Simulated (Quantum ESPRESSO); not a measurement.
# How volume moves the moments of Fe

How does volume change the magnetic state of Fe?

Method: PBE; plane waves with GBRV 1.5 PBE potentials, no spin-orbit coupling, in Quantum ESPRESSO 7.5.

The database entry behind the starting cell differs from later determinations by our own check (about 0.2 % short), so it need not match the best structure at ambient conditions.

## Step 1: The starting structure

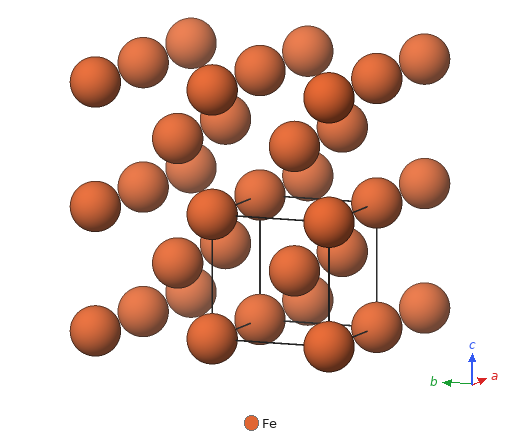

Start, viewed from a free direction; iron orange. 2×2×2 cells are drawn. This picture shows the conventional cell, with its axes. Some periodic images of atoms are drawn too.

The cell comes from the Crystallography Open Database.

## Step 2: Volume 0.92, ferro +

All lengths scale alike; the factor is that of the volume. Atoms keep their fractional places. Seeded atoms are those given a starting moment.

pw.in

```
&CONTROL
  calculation = 'scf'
  prefix = 'pwscf'
  outdir = './tmp'
  pseudo_dir = './pseudo'
  disk_io = 'nowf'
  tprnfor = .true.
  tstress = .true.
/
&SYSTEM
  ibrav = 0
  nat = 1
  ntyp = 1
  ecutwfc = 40
  ecutrho = 280
  nbnd = 15
  occupations = 'smearing'
  smearing = 'fd'
  degauss = 0.00367493
  nspin = 2
  starting_magnetization(1) = 0.175
/
&ELECTRONS
  conv_thr = 2d-09
  electron_maxstep = 150
  mixing_beta = 0.3
/
ATOMIC_SPECIES
Fe     55.8450 fe_pbe_v1.5.uspp.F.UPF
CELL_PARAMETERS bohr
  -2.6286760166    2.6286760166    2.6286760166
   2.6286760166   -2.6286760166    2.6286760166
   2.6286760166    2.6286760166   -2.6286760166
ATOMIC_POSITIONS crystal
Fe      0.0000000000    0.0000000000    0.0000000000
K_POINTS automatic
14 14 14 0 0 0
```

Started as:

```sh
> OMP_NUM_THREADS=1 mpirun -n 2 pw.x -nk 2 -in pw.in > pw.out
```

The program printed:

```text
Program PWSCF v.7.5 starts

     Message from routine setup:
     using ibrav=0 with symmetry is DISCOURAGED, use correct ibrav instead

     K-points division:     npool     =       2
     Subspace diagonalization in iterative solution of the eigenvalue problem:

     bravais-lattice index     =            0
     lattice parameter (alat)  =       4.5530  a.u.
     unit-cell volume          =      72.6559 (a.u.)^3
     number of atoms/cell      =            1
     number of atomic types    =            1
     number of electrons       =        16.00
     number of Kohn-Sham states=           15
     kinetic-energy cutoff     =      40.0000  Ry
     charge density cutoff     =     280.0000  Ry
     scf convergence threshold =      2.0E-09
     mixing beta               =       0.3000
     number of iterations used =            8  plain     mixing
     Exchange-correlation=  SLA  PW   PBX  PBC
                           (   1   4   3   4   0   0   0)

     celldm(1)=   4.553000  celldm(2)=   0.000000  celldm(3)=   0.000000
     celldm(4)=   0.000000  celldm(5)=   0.000000  celldm(6)=   0.000000

     crystal axes: (cart. coord. in units of alat)
               a(1) = (  -0.577350   0.577350   0.577350 )
               a(2) = (   0.577350  -0.577350   0.577350 )
               a(3) = (   0.577350   0.577350  -0.577350 )

     reciprocal axes: (cart. coord. in units 2 pi/alat)
               b(1) = ( -0.000000  0.866025  0.866025 )
               b(2) = (  0.866025 -0.000000  0.866025 )
               b(3) = (  0.866025  0.866025  0.000000 )

     PseudoPot. # 1 for Fe read from file:
     fe_pbe_v1.5.uspp.F.UPF
     Pseudo is Ultrasoft + core correction, Zval = 16.0

     atomic species   valence    mass     pseudopotential
     Fe               16.00    55.84500     Fe( 1.00)

     Starting magnetic structure
     atomic species   magnetization
     Fe              0.175

     48 Sym. Ops., with inversion, found

   Cartesian axes

     site n.     atom                  positions (alat units)
         1        Fe     tau(   1) = (   0.0000000   0.0000000   0.0000000  )

     number of k points=   104  Fermi-Dirac smearing, width (Ry)=  0.0037

     Number of k-points >= 100: set verbosity='high' to print them.

     Dense  grid:     5775 G-vectors     FFT dimensions: (  25,  25,  25)

     Smooth grid:     2491 G-vectors     FFT dimensions: (  20,  20,  20)

     Check: negative core charge=   -0.000067
     Generating pointlists ...
     new r_m :   0.4125 (alat units)  1.8781 (a.u.) for type    1

     Initial potential from superposition of free atoms

     starting charge      15.0000, renormalised to      16.0000
     Starting wfcs are   13 randomized atomic wfcs +    2 random wfcs

     Self-consistent Calculation

     iteration #  1     ecut=    40.00 Ry     beta= 0.30
     Davidson diagonalization with overlap
     ethr =  1.00E-02,  avg # of iterations =  4.3

     total energy              =    -249.92098073 Ry
     estimated scf accuracy    <       2.19908596 Ry

     total magnetization       =     1.89 Bohr mag/cell
     absolute magnetization    =     1.89 Bohr mag/cell

     iteration #  2     ecut=    40.00 Ry     beta= 0.30
     Davidson diagonalization with overlap
     ethr =  1.00E-02,  avg # of iterations =  1.9

     total energy              =    -250.33877842 Ry
     estimated scf accuracy    <       0.01567812 Ry

     total magnetization       =     2.27 Bohr mag/cell
     absolute magnetization    =     2.30 Bohr mag/cell

     [... further iterations left out ...]

     iteration # 12     ecut=    40.00 Ry     beta= 0.30
     Davidson diagonalization with overlap
     ethr =  1.68E-10,  avg # of iterations =  1.0

     total energy              =    -250.34537238 Ry
     estimated scf accuracy    <       0.00000001 Ry

     total magnetization       =     2.16 Bohr mag/cell
     absolute magnetization    =     2.26 Bohr mag/cell

     iteration # 13     ecut=    40.00 Ry     beta= 0.30
     Davidson diagonalization with overlap
     ethr =  6.83E-11,  avg # of iterations =  1.6

     Magnetic moment per site  (integrated on atomic sphere of radius R)
     atom   1 (R=0.412)  charge= 14.3439  magn=  2.1992

     End of self-consistent calculation

     Number of k-points >= 100: set verbosity='high' to print the bands.

     the Fermi energy is    19.4492 ev

!    total energy              =    -250.34537239 Ry
     estimated scf accuracy    <          2.4E-10 Ry
     smearing contrib. (-TS)   =      -0.00049997 Ry
     internal energy E=F+TS    =    -250.34487242 Ry

     The total energy is F=E-TS. E is the sum of the following terms:
     one-electron contribution =    -108.38941561 Ry
     hartree contribution      =      64.51331112 Ry
     xc contribution           =     -29.26097260 Ry
     ewald contribution        =    -177.20779533 Ry

     total magnetization       =     2.16 Bohr mag/cell
     absolute magnetization    =     2.26 Bohr mag/cell

     convergence has been achieved in  13 iterations

     Forces acting on atoms (cartesian axes, Ry/au):

     atom    1 type  1   force =     0.00000000    0.00000000    0.00000000

     Total force =     0.000000     Total SCF correction =     0.000000

     Computing stress (Cartesian axis) and pressure

          total   stress  (Ry/bohr**3)                   (kbar)     P=      127.37
   0.00086582   0.00000000   0.00000000          127.37        0.00        0.00
   0.00000000   0.00086582   0.00000000            0.00      127.37        0.00
   0.00000000   0.00000000   0.00086582            0.00        0.00      127.37

=------------------------------------------------------------------------------=
   JOB DONE.
=------------------------------------------------------------------------------=
```

Run time: 5.9 s. Hardware: 2 MPI ranks of Intel Xeon Platinum 8488C (Sapphire Rapids), shared host; peak memory 0.15 GiB.

Spin moment in the atom's sphere by atom:

```tsv
atom	spin moment in the atom's sphere (μB)
Fe1	2.20
```

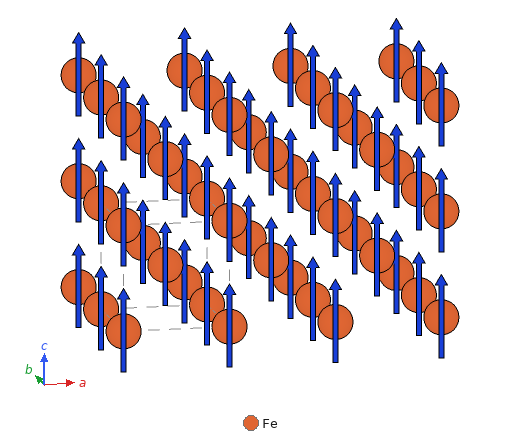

Spin moment in the atom's sphere as arrows, the longest 2.20 μB. Up and down stand for the sign. Arrows give size and sign along the axis of quantisation, drawn up and down the page. 3×2×2 conventional cells are drawn. Some periodic images of atoms are drawn too.

Read from the output:

* smearing term TS: 0.006803 eV
* pressure: 12.74 GPa
* magnetization: 2.162 μB
* absolute magnetization: 2.263 μB
* final state: ferromagnetic

## Step 3: Volume 0.92, antiferro q=(1/2,1/2,1/2) +-

The wavevector q is in fractions of the reciprocal vectors of the crystal's primitive cell, as the cells of these inputs are built from it; moments change sign between cells as cos(2π q·R).

pw.in

```
&CONTROL
  calculation = 'scf'
  prefix = 'pwscf'
  outdir = './tmp'
  pseudo_dir = './pseudo'
  disk_io = 'nowf'
  tprnfor = .true.
  tstress = .true.
/
&SYSTEM
  ibrav = 0
  nat = 2
  ntyp = 2
  ecutwfc = 40
  ecutrho = 280
  nbnd = 23
  occupations = 'smearing'
  smearing = 'fd'
  degauss = 0.00367493
  nspin = 2
  starting_magnetization(1) = 0.175
  starting_magnetization(2) = -0.175
/
&ELECTRONS
  conv_thr = 4d-09
  electron_maxstep = 150
  mixing_beta = 0.3
/
ATOMIC_SPECIES
Fe1    55.8450 fe_pbe_v1.5.uspp.F.UPF
Fe2    55.8450 fe_pbe_v1.5.uspp.F.UPF
CELL_PARAMETERS bohr
  -5.2573520331    5.2573520331    5.2573520331
   0.0000000000    0.0000000000    5.2573520331
   0.0000000000    5.2573520331    0.0000000000
ATOMIC_POSITIONS crystal
Fe1     0.0000000000    0.0000000000    0.0000000000
Fe2     0.5000000000    0.0000000000    0.0000000000
K_POINTS automatic
7 14 14 0 0 0
```

The program printed:

```text
     [... lines left out ...]
Program PWSCF v.7.5 starts
     [... lines left out ...]
     number of atoms/cell      =            2
     [... lines left out ...]
     number of electrons       =        32.00
     number of Kohn-Sham states=           23
     kinetic-energy cutoff     =      40.0000  Ry
     charge density cutoff     =     280.0000  Ry
     scf convergence threshold =      4.0E-09
     [... lines left out ...]
     48 Sym. Ops., with inversion, found
     [... lines left out ...]
     number of k points=    60  Fermi-Dirac smearing, width (Ry)=  0.0037
     [... lines left out ...]
     iteration # 19     ecut=    40.00 Ry     beta= 0.30
     [... lines left out ...]
     Magnetic moment per site  (integrated on atomic sphere of radius R)
     atom   1 (R=0.206)  charge= 14.3476  magn=  1.2909
     atom   2 (R=0.206)  charge= 14.3476  magn= -1.2908
     [... lines left out ...]
     the Fermi energy is    19.6454 ev
!    total energy              =    -500.62610859 Ry
     estimated scf accuracy    <          8.0E-11 Ry
     smearing contrib. (-TS)   =      -0.00304791 Ry
     [... lines left out ...]
     total magnetization       =     0.00 Bohr mag/cell
     absolute magnetization    =     2.69 Bohr mag/cell
     convergence has been achieved in  19 iterations
     [... lines left out ...]
     Total force =     0.000000     Total SCF correction =     0.000000
     [... lines left out ...]
          total   stress  (Ry/bohr**3)                   (kbar)     P=       32.20
     [... lines left out ...]
```

Run time: 22 s. Hardware: 2 MPI ranks; peak memory 0.2 GiB; 44 s of CPU time.

Spin moment in the atom's sphere by atom:

```tsv
atom	spin moment in the atom's sphere (μB)
Fe1	1.29
Fe2	-1.29
```

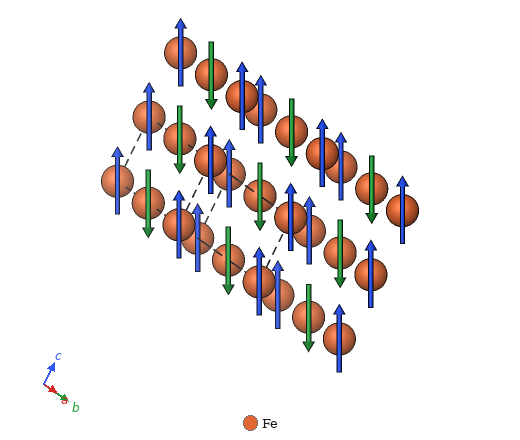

Spin moment in the atom's sphere as arrows, the longest 1.29 μB. Up and down stand for the sign. Arrows give size and sign along the axis of quantisation, drawn up and down the page. The two directions have two colours. 1×2×2 cells are drawn. Some periodic images of atoms are drawn too.

Numbers from this step:

```
smearing term TS       : 0.04147 eV
pressure               : 3.220 GPa
magnetization          : 0 μB
absolute magnetization : 2.687 μB
final state            : antiferromagnetic
```

## Step 4: Volume 0.92, no spin polarisation

pw.in

```
&CONTROL
  calculation = 'scf'
  prefix = 'pwscf'
  outdir = './tmp'
  pseudo_dir = './pseudo'
  disk_io = 'nowf'
  tprnfor = .true.
  tstress = .true.
/
&SYSTEM
  ibrav = 0
  nat = 1
  ntyp = 1
  ecutwfc = 40
  ecutrho = 280
  nbnd = 14
  occupations = 'smearing'
  smearing = 'fd'
  degauss = 0.00367493
/
&ELECTRONS
  conv_thr = 2d-09
  electron_maxstep = 150
  mixing_beta = 0.3
/
ATOMIC_SPECIES
Fe     55.8450 fe_pbe_v1.5.uspp.F.UPF
CELL_PARAMETERS bohr
  -2.6286760166    2.6286760166    2.6286760166
   2.6286760166   -2.6286760166    2.6286760166
   2.6286760166    2.6286760166   -2.6286760166
ATOMIC_POSITIONS crystal
Fe      0.0000000000    0.0000000000    0.0000000000
K_POINTS automatic
14 14 14 0 0 0
```

The program printed:

```text
     [... lines left out ...]
Program PWSCF v.7.5 starts
     [... lines left out ...]
     number of atoms/cell      =            1
     [... lines left out ...]
     number of electrons       =        16.00
     number of Kohn-Sham states=           14
     kinetic-energy cutoff     =      40.0000  Ry
     charge density cutoff     =     280.0000  Ry
     scf convergence threshold =      2.0E-09
     [... lines left out ...]
     48 Sym. Ops., with inversion, found
     [... lines left out ...]
     number of k points=   104  Fermi-Dirac smearing, width (Ry)=  0.0037
     [... lines left out ...]
     iteration #  9     ecut=    40.00 Ry     beta= 0.30
     [... lines left out ...]
     the Fermi energy is    19.5445 ev
!    total energy              =    -250.31031973 Ry
     estimated scf accuracy    <          4.9E-10 Ry
     smearing contrib. (-TS)   =      -0.00198652 Ry
     [... lines left out ...]
     convergence has been achieved in   9 iterations
     [... lines left out ...]
     Total force =     0.000000     Total SCF correction =     0.000000
     [... lines left out ...]
          total   stress  (Ry/bohr**3)                   (kbar)     P=      -67.14
     [... lines left out ...]
```

It took 3 s on 2 MPI ranks; peak memory 0.14 GiB; 5.4 s of CPU time.

Read from the output:

```
smearing term TS : 0.02703 eV
pressure         : -6.714 GPa
final state      : non-magnetic (no spin polarisation)
```

## Step 5: Volume 1.08, ferro +

Changes to pw.in since step 4:

```diff
@@ -15,3 +15,3 @@
   ecutrho = 280
-  nbnd = 14
+  nbnd = 15
   occupations = 'smearing'
@@ -19,2 +19,4 @@
   degauss = 0.00367493
+  nspin = 2
+  starting_magnetization(1) = 0.175
 /
@@ -28,5 +30,5 @@
 CELL_PARAMETERS bohr
-  -2.6286760166    2.6286760166    2.6286760166
-   2.6286760166   -2.6286760166    2.6286760166
-   2.6286760166    2.6286760166   -2.6286760166
+  -2.7729946954    2.7729946954    2.7729946954
+   2.7729946954   -2.7729946954    2.7729946954
+   2.7729946954    2.7729946954   -2.7729946954
 ATOMIC_POSITIONS crystal
```

The program printed:

```text
     [... lines left out ...]
Program PWSCF v.7.5 starts
     [... lines left out ...]
     number of atoms/cell      =            1
     [... lines left out ...]
     number of electrons       =        16.00
     number of Kohn-Sham states=           15
     kinetic-energy cutoff     =      40.0000  Ry
     charge density cutoff     =     280.0000  Ry
     scf convergence threshold =      2.0E-09
     [... lines left out ...]
     48 Sym. Ops., with inversion, found
     [... lines left out ...]
     number of k points=   104  Fermi-Dirac smearing, width (Ry)=  0.0037
     [... lines left out ...]
     iteration # 11     ecut=    40.00 Ry     beta= 0.30
     [... lines left out ...]
     Magnetic moment per site  (integrated on atomic sphere of radius R)
     atom   1 (R=0.413)  charge= 14.4727  magn=  2.6005
     [... lines left out ...]
     the Fermi energy is    15.9901 ev
!    total energy              =    -250.34317153 Ry
     estimated scf accuracy    <          1.0E-09 Ry
     smearing contrib. (-TS)   =      -0.00056238 Ry
     [... lines left out ...]
     total magnetization       =     2.53 Bohr mag/cell
     absolute magnetization    =     2.69 Bohr mag/cell
     convergence has been achieved in  11 iterations
     [... lines left out ...]
     Total force =     0.000000     Total SCF correction =     0.000000
     [... lines left out ...]
          total   stress  (Ry/bohr**3)                   (kbar)     P=     -121.48
     [... lines left out ...]
```

It took 5.9 s on 2 MPI ranks; peak memory 0.16 GiB; 11 s of CPU time.

Numbers from this step:

```yaml
smearing_term_ts: 0.007652 eV
pressure: -12.15 GPa
magnetization: 2.528 μB
absolute_magnetization: 2.69 μB
final_state: ferromagnetic
largest_moment: 2.601 μB
```

## Step 6: What a mistake does

One input was spoiled on purpose, to see how the program answers.

Changes to pw.in since step 5:

```diff
@@ -24,3 +24,3 @@
   conv_thr = 2d-09
-  electron_maxstep = 150
+  electron_maxstep = 2
   mixing_beta = 0.3
@@ -29,6 +29,6 @@
 Fe     55.8450 fe_pbe_v1.5.uspp.F.UPF
-CELL_PARAMETERS bohr
-  -2.7729946954    2.7729946954    2.7729946954
-   2.7729946954   -2.7729946954    2.7729946954
-   2.7729946954    2.7729946954   -2.7729946954
+CELL_PARAMETERS angstrom
+  -1.4302400000    1.4302400000    1.4302400000
+   1.4302400000   -1.4302400000    1.4302400000
+   1.4302400000    1.4302400000   -1.4302400000
 ATOMIC_POSITIONS crystal
```

The program printed:

```text
     [... lines left out ...]
Program PWSCF v.7.5 starts
     [... lines left out ...]
     number of atoms/cell      =            1
     [... lines left out ...]
     number of electrons       =        16.00
     number of Kohn-Sham states=           15
     kinetic-energy cutoff     =      40.0000  Ry
     charge density cutoff     =     280.0000  Ry
     scf convergence threshold =      2.0E-09
     [... lines left out ...]
     48 Sym. Ops., with inversion, found
     [... lines left out ...]
     number of k points=   104  Fermi-Dirac smearing, width (Ry)=  0.0037
     [... lines left out ...]
     iteration #  2     ecut=    40.00 Ry     beta= 0.30
     [... lines left out ...]
     estimated scf accuracy    <       0.04468786 Ry
     total magnetization       =     2.46 Bohr mag/cell
     absolute magnetization    =     2.49 Bohr mag/cell
     [... lines left out ...]
     convergence NOT achieved after   2 iterations: stopping
[key lines of the parts left out:]
total energy              =    -250.33480218 Ry
```

Elapsed: 2.2 s, on 2 MPI ranks; peak memory 0.15 GiB.

No converged result was reached; the numbers in the log don't describe the system.

The fault put into the input: too few SCF iterations.

## Step 7: The series

The runs not shown differ from these in the moved quantity alone.

States, by row:

```tsv
volume	ferro +	antiferro q=(1/2,1/2,1/2) +-	no spin polarisation
0.92	ferromagnetic	antiferromagnetic	non-magnetic
0.96	ferromagnetic	antiferromagnetic	non-magnetic
1	ferromagnetic	antiferromagnetic	non-magnetic
1.04	ferromagnetic	antiferromagnetic	non-magnetic
1.08	ferromagnetic	antiferromagnetic	non-magnetic
```

Largest site moment against volume:

```tsv
volume (factor)	ferro + (μB)	antiferro q=(1/2,1/2,1/2) +- (μB)
0.9200	2.20	1.29
0.9600	2.25	1.55
1.0000	2.33	1.79
1.0400	2.49	2.06
1.0800	2.60	2.27
```

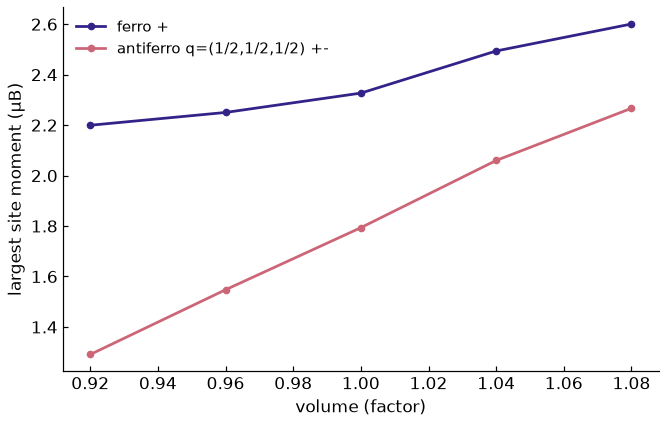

Largest site moment against volume.

The energy less that of the parallel start by volume; values in meV a seeded atom:

```tsv
volume (factor)	antiferro q=(1/2,1/2,1/2) +-	no spin polarisation
0.9200	440	477
0.9600	462	532
1.0000	474	586
1.0400	480	641
1.0800	483	701
```

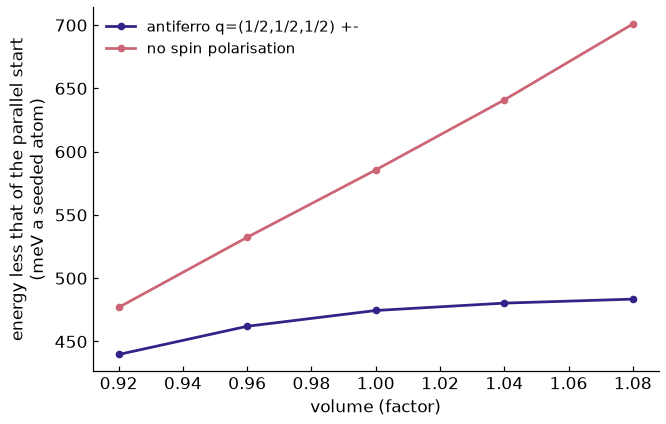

Energy less that of the parallel start, plotted against volume.

The energy over the lowest by volume; values in meV an atom:

```tsv
volume (factor)	ferro +	antiferro q=(1/2,1/2,1/2) +-	no spin polarisation
0.9200	22.4	462	499
0.9600	0	462	532
1.0000	3.48	478	589
1.0400	23.2	503	664
1.0800	52.3	536	753
```

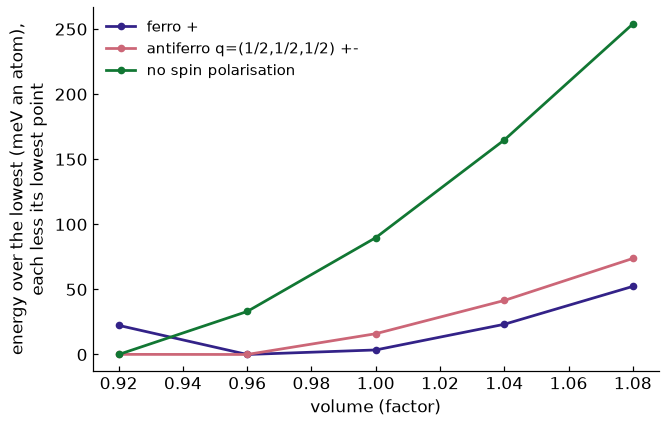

Energy over the lowest against volume. Each curve is drawn from its own lowest point.

## Step 8: Summary of results

* moment, parallel start: 2.20 to 2.60 μB
* states met from these starts: antiferromagnetic and ferromagnetic

The moment of the parallel start goes from 2.20 μB at 0.92 to 2.60 μB at 1.08. The net moment of the cell goes from 2.16 to 2.53 μB. The radius of the spheres follows the nearest distance, so part of the change of the site moments is the spheres'. The largest moment of the start antiferro q=(1/2,1/2,1/2) +- lies between 1.29 and 2.27 μB. The start antiferro q=(1/2,1/2,1/2) +- lies over the parallel one at every finished point, by 440 to 483 meV a seeded atom.

[Logs and program files are shortened in this print: banners, set-up blocks, solver, clock and traceback lines can be left out without a mark of their own.]

[Logs are printed without paths, hosts, clocks, repeated set-up lines and the standing remarks that a program may print on its own settings, such as how far it seeks lower states.]

[Hosts, paths, dates, database ids (printed as entryN), source tags and the programs' standing remarks are cut or masked in the printed files.]

[Where a cell is said to come from a database of computed structures, the database is the Materials Project.]
